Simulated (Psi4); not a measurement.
# BSiN2H5 (SMILES N[SiH]1BN1): MP2/cc-pVTZ (density fitting, density fitting for correlation, sweep point 3)

Aim: the vertical electron affinity of BSiN2H5 at MP2/cc-pVTZ (density fitting, density fitting for correlation, sweep point 3), from 2 runs. 

The calculation is run with Psi4 1.11.

## 1. The system as given

The species is BSiN2H5 (9 atoms), meant as a singlet with charge 0. As SMILES, `N[SiH]1BN1`. Geometry: relaxed at PBE0-D4/def2-TZVP. This is one conformer, not always the lowest.

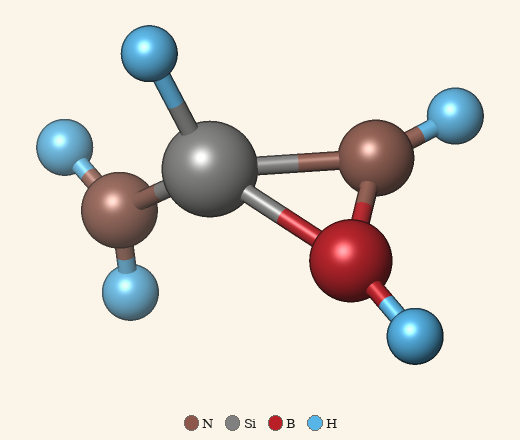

Viewed from a chosen angle; nitrogen brown, silicon grey, boron red, hydrogen blue.

## 2. The energy at MP2/cc-pVTZ (density fitting, density fitting for correlation, sweep point 3)

Contents of calc.inp:

```
memory 1600 MB

molecule mol {
  0 1
  N     -1.20526732     3.00107406     0.41233824
  Si     0.48925009     0.33164693     1.00249971
  B     -0.44200694    -3.07231673     0.20824782
  N      1.22926684    -1.83605790    -1.39537377
  H     -0.41819639     4.73055141     0.40232269
  H     -2.95137426     2.98066502    -0.33504844
  H      2.72347329     1.17333095     2.46647054
  H     -1.40085398    -5.10679588     0.21618467
  H      2.14294943    -2.28959217    -3.01014474
  units au
  symmetry c1
}

set {
  basis           cc-pVTZ
  puream          true
  scf_type        df
  num_frozen_docc 8
}

e, wfn = energy('mp2', return_wfn=True)
```

Started as:

```bash
$ psi4 -i calc.inp -o calc.out -n 1
```

calc.out:

```text
[...]
  Running in c1 symmetry.
[...]
  Nuclear repulsion =  149.962674471596983
[...]
  Multiplicity = 1
[...]
  Nalpha       = 19
  Nbeta        = 19
[...]
    Number of basis functions: 194
[...]
   @DF-RHF iter   1:  -425.35575190366524   -6.26979e-01   3.11489e-03 DIIS/ADIIS
[...]
   @DF-RHF iter  12:  -425.52129910478828   -5.51381e-12   2.74746e-09 DIIS
[...]
    Orbital Energies [Eh]
    ---------------------
    Doubly Occupied:
       1A    -68.779230     2A    -15.541245     3A    -15.534450
       4A     -7.590307     5A     -6.123337     6A     -4.230728
       7A     -4.229798     8A     -4.229679     9A     -1.154375
      10A     -1.129246    11A     -0.759591    12A     -0.673578
      13A     -0.655910    14A     -0.596835    15A     -0.530491
      16A     -0.486542    17A     -0.427603    18A     -0.417400
      19A     -0.340821
[...]
  @DF-RHF Final Energy:  -425.52129910478828
   => Energetics <=
    Nuclear Repulsion Energy =            149.9626744715969835
    One-Electron Energy =                -884.1056179994652666
    Two-Electron Energy =                 308.6216444230799993
    Total Energy =                       -425.5212991047882838
[...]
 Multipole Moments:
 ------------------------------------------------------------------------------------
     Multipole            Electronic (a.u.)      Nuclear  (a.u.)        Total (a.u.)
 ------------------------------------------------------------------------------------
 L = 1.  Multiply by 2.5417464519 to convert [e a0] to [Debye]
 Dipole X            :          0.0081357            0.0213621            0.0294979
 Dipole Y            :         -1.9520835            2.4761916            0.5241080
 Dipole Z            :          0.1532760           -0.6704448           -0.5171687
 Magnitude           :                                                    0.7369008
[...]
```

Run time: 12 s. Hardware: 1 thread of Intel Xeon at 2.50GHz (Skylake/Cascade Lake), shared host; peak memory 0.43 GiB.

## 3. The doublet anion, same level

Contents of job.dat:

```
memory 1600 MB

molecule molecule1 {
  -1 2
  N     -1.20526732     3.00107406     0.41233824
  Si     0.48925009     0.33164693     1.00249971
  B     -0.44200694    -3.07231673     0.20824782
  N      1.22926684    -1.83605790    -1.39537377
  H     -0.41819639     4.73055141     0.40232269
  H     -2.95137426     2.98066502    -0.33504844
  H      2.72347329     1.17333095     2.46647054
  H     -1.40085398    -5.10679588     0.21618467
  H      2.14294943    -2.28959217    -3.01014474
  units bohr
  symmetry c1
}

set {
  basis cc-pVTZ
  reference uhf
  puream true
  scf_type df
  num_frozen_docc 8
  maxiter 100
}

E, wfn = energy("mp2", return_wfn=True)
```

Started as:

```bash
$ psi4 -i job.dat -o job.out -n 1
```

job.out:

```text
[...]
  Running in c1 symmetry.
[...]
  Nuclear repulsion =  149.962674471596983
[...]
  Multiplicity = 2
[...]
  Nalpha       = 20
  Nbeta        = 19
[...]
    Number of basis functions: 194
[...]
   @DF-UHF iter   1:  -425.12845983869187   -3.99687e-01   3.88813e-03 ADIIS/DIIS
[...]
   @DF-UHF iter  19:  -425.42592456255090   -2.62617e-11   5.56727e-09 DIIS
[...]
   @S^2 Observed:                7.675008162E-01
[...]
    Orbital Energies [Eh]
    ---------------------
    Alpha Occupied:
       1A    -68.573662     2A    -15.363859     3A    -15.301208
       4A     -7.342880     5A     -5.917553     6A     -4.025072
       7A     -4.024432     8A     -4.023350     9A     -0.969172
      10A     -0.924800    11A     -0.545696    12A     -0.499005
      13A     -0.470819    14A     -0.381099    15A     -0.341591
      16A     -0.281699    17A     -0.244524    18A     -0.234372
      19A     -0.123962    20A      0.063857
    Alpha Virtual:
      21A      0.281485    22A      0.311128    23A      0.327593
      24A      0.343555    25A      0.371052    26A      0.385350
[...]
  @DF-UHF Final Energy:  -425.42592456255090
   => Energetics <=
    Nuclear Repulsion Energy =            149.9626744715969835
    One-Electron Energy =                -891.8300415725109360
    Two-Electron Energy =                 316.4414425383630487
    Total Energy =                       -425.4259245625509038
  UHF NO Occupations:
  HONO-2 :   18  A 1.9976237
  HONO-1 :   19  A 1.9946798
[...]
 Multipole Moments:
 ------------------------------------------------------------------------------------
     Multipole            Electronic (a.u.)      Nuclear  (a.u.)        Total (a.u.)
 ------------------------------------------------------------------------------------
 L = 1.  Multiply by 2.5417464519 to convert [e a0] to [Debye]
 Dipole X            :          0.3845962            0.0213621            0.4059583
 Dipole Y            :         -0.1482109            2.4761916            2.3279806
 Dipole Z            :          0.0228357           -0.6704448           -0.6476091
 Magnitude           :                                                    2.4502436
[...]
```

Run time: 16 s. Hardware: 1 thread of Intel Xeon at 2.50GHz (Skylake/Cascade Lake), shared host; peak memory 0.43 GiB.

## 4. Results

At MP2/cc-pVTZ (density fitting, density fitting for correlation, sweep point 3), 8 core orbitals frozen:

| quantity | value |
| --- | --- |
| singlet BSiN2H5: total energy | -426.15974 Eh |
| singlet BSiN2H5: HOMO energy (Hartree–Fock orbitals) | -9.27 eV |
| singlet BSiN2H5: LUMO energy (Hartree–Fock orbitals) | 3.20 eV |
| singlet BSiN2H5: HOMO–LUMO gap (Hartree–Fock orbitals) | 12.47 eV |
| singlet BSiN2H5: correlation energy (8 core orbitals frozen) | -638.4 mEh |
| doublet anion: total energy | -426.08748 Eh |
| doublet anion: HOMO energy (Hartree–Fock orbitals) (highest over α and β) | 1.74 eV |
| doublet anion: LUMO energy (Hartree–Fock orbitals) (lowest over α and β) | 7.65 eV |
| doublet anion: correlation energy (8 core orbitals frozen) | -661.6 mEh |
| doublet anion: ⟨S²⟩ of the reference determinant | 0.768 |
| vertical electron affinity (to the doublet anion) | -1.966 eV |

The anion lies 1.97 eV (45 kcal/mol) above the neutral: the electron isn't bound at this level, and such a value depends on the basis. Without diffuse functions anions come out too high. The HOMO (doublet anion) lies at positive energy, 1.74 eV: the electron is unbound at this level or held by a compact basis; values depend on the basis.
